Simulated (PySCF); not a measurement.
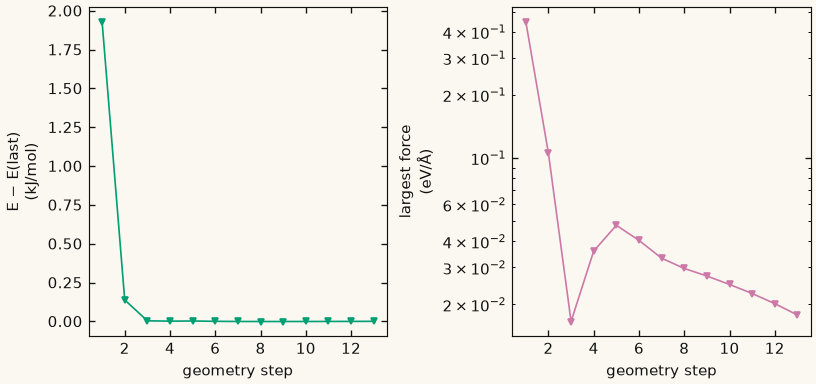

History of a geometry optimisation.

System: SiCl₄ (SMILES Cl[Si](Cl)(Cl)Cl).
Method: PBE0-D3(BJ)/def2-SVP, geometry optimisation (PySCF).

How did the optimisation end?

The optimisation met its thresholds at geometry 13, counting the start as the first. The energy fell by about 1.9 kJ/mol from the first step to the last. The largest force goes from about 0.45 eV/Å at the start to 0.018 eV/Å at the end.

By which step was nine tenths of the energy gained?

By step 2 of 13.
